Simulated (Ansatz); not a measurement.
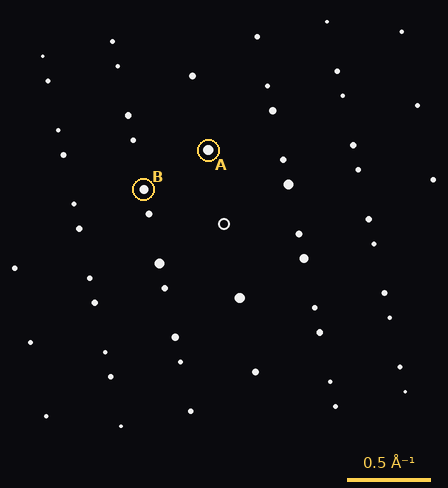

The pattern is a kinematic simulation for 200 kV electrons (no multiple scattering; isotropic B = 0.8 Å²). Two individuals of a reflection twin are superposed (a geometric construction: whether this twin forms is not tested; the second individual is smaller and so fainter). Crystal: Rh, space group Fm-3m (No. 225), a = 3.800 Å, zone axis [110]. Structure: the input geometry of an electronic-structure calculation (not necessarily at equilibrium).

In the first individual spot A is -1 1 1 and spot B is 0 0 2.

> On which plane is the crystal twinned?

(1-1-1). The spot positions of the combined pattern are mirror-symmetric about the row through 1 -1 -1 (d = 2.194 Å), which both individuals share, while a single individual has only symmetry 2mm without that mirror line. Friedel's law adds the mirror line at right angles, so a twin on (1-12) would give the same picture; the more widely spaced plane was used.

> Which other reflections coincide?

Off the common row, 2 -2 4 and their kin fall on spots of the second individual; about 18 % of the first individual's visible spots are shared.
